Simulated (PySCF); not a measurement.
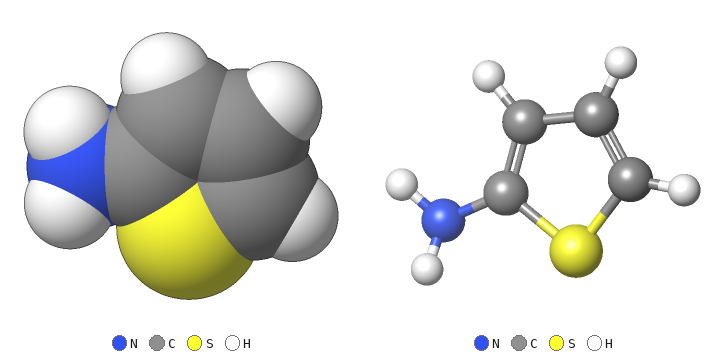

The same structure drawn twice, from different directions.

The computed structure is the end point of a PBE0-D3(BJ)/def2-SVP optimisation. No frequency run is at hand to confirm it as a minimum.

Identify the structure.

Formula C4H5NS. SMILES: `Nc1cccs1`. Independent rings (smallest set): 1 of 5 members, 1 of them aromatic. The point group is C1. Coordination, clear cases only: 4 C trigonal planar; 1 S bent.

The parts below concern this one geometry. Atoms keep their numbers from picture to picture.

### Geometry

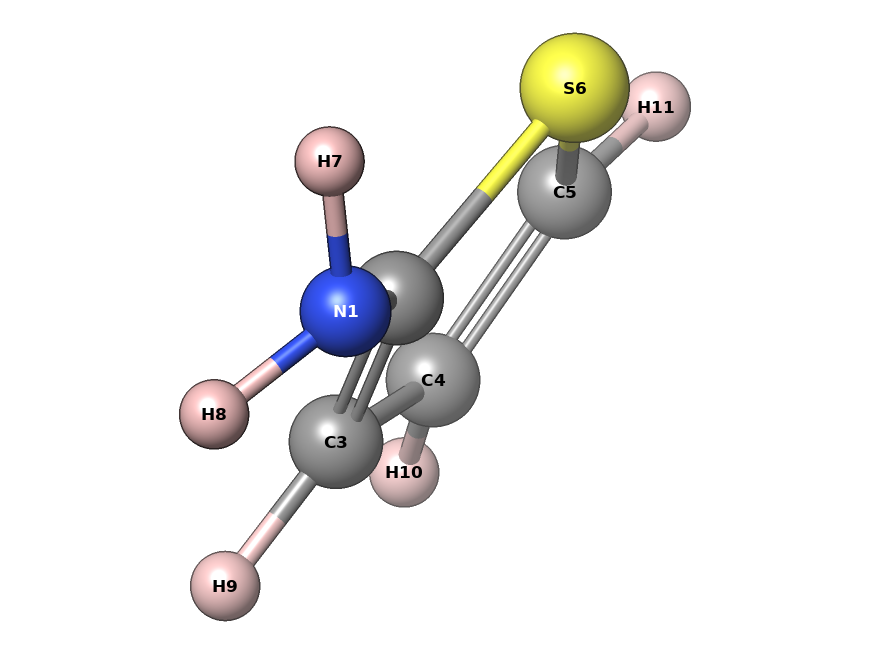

C2 lies behind N1. The molecule seen a little off the N1–C2 bond, N1 in front. Atoms fade into the background with distance from the viewer. No frequency run is at hand to confirm it as a minimum.

> What is the torsion angle H7–N1–C2–S6? The sign is positive where the front bond must turn clockwise to cover the back bond.

36°, synclinal (gauche).

### NMR shielding

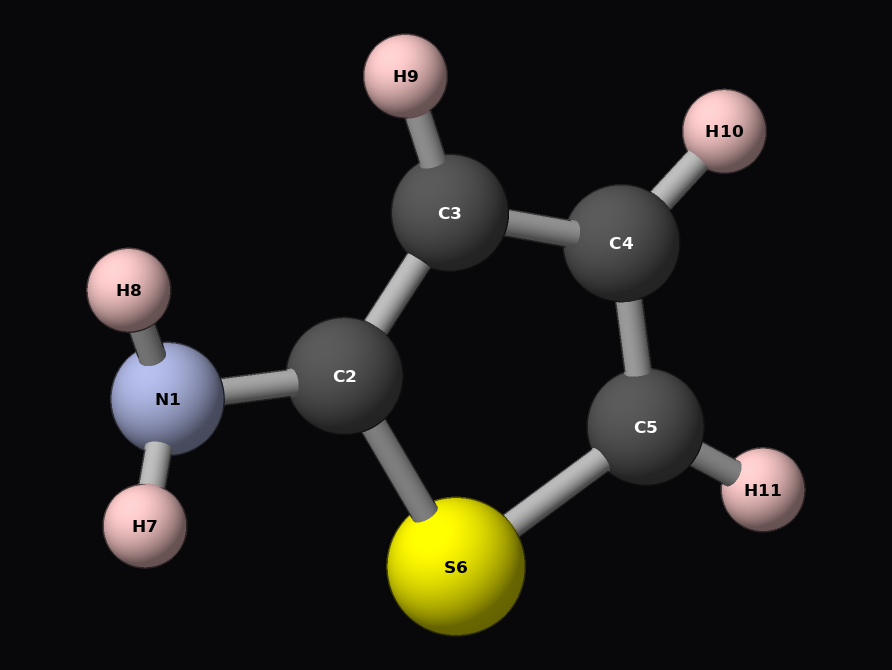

No frequency run is at hand to confirm it as a minimum. Method: GIAO WP04/pcSseg-1 NMR shielding, non-relativistic, IEF-PCM chloroform (PySCF 2.14.0). Principal shieldings σ11 ≤ σ22 ≤ σ33, span Ω = σ33 − σ11, skew κ = 3(σiso − σ22)/Ω.

Give the shielding tensors of the S atoms.

| atom | σ11 | σ22 | σ33 | σiso | Ω | κ |
| --- | --- | --- | --- | --- | --- | --- |
| S6 | 130.8 | 313.1 | 352.1 | 265.3 | 221.2 | −0.65 |

Shieldings and span in ppm.

### Electronic properties

No frequency run is at hand to confirm it as a minimum. Method: PBE0/def2-SVPD, gas phase (PySCF 2.14.0). Excitations: vertical, linear response.

> Give the dipole moment at this level.

1.73 D.

> Estimate the lowest vertical singlet excitation.

4.69 eV.

> Give the mean static polarisability at this level.

73.0 bohr³.

> Give the brightest of the 6 lowest singlets at this level.

5.03 eV.

### Charges

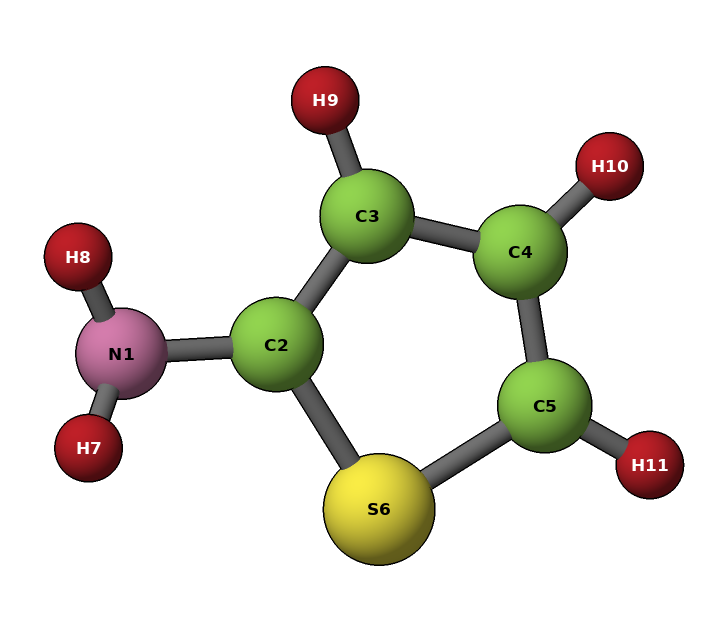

The questions are on IAO charges. No frequency run is at hand to confirm it as a minimum. Method: PBE0/pcSseg-1 in chloroform (IEF-PCM) (PySCF 2.14.0).

Give the IAO charges atom by atom.

```
atom  value (e)
  N1      −0.52
  C2      −0.02
  C3      −0.27
  C4      −0.18
  C5      −0.36
  S6       0.28
  H7       0.28
  H8       0.29
  H9       0.16
 H10       0.16
 H11       0.18
```

### Quadrupole coupling

No frequency run is at hand to confirm it as a minimum. Electric field gradients from the ground-state density, PBE0/pcSseg-1 in chloroform (IEF-PCM) (PySCF 2.14.0), non-relativistic apart from any core potentials.

Give the largest field-gradient component, the quadrupole coupling constant and the asymmetry for 14N at N1 (Q = 20.44 mb), 33S at S6 (Q = −67.81 mb), 2H at H7 (Q = 2.86 mb), 2H at H8 (Q = 2.86 mb).

```tsv
atom	V_zz (a.u.)	e²qQ/h (MHz)	η
N1	−1.085	−5.21	0.21
S6	1.956	−31.2	0.76
H7	0.391	0.263	0.20
H8	0.392	0.264	0.19
```
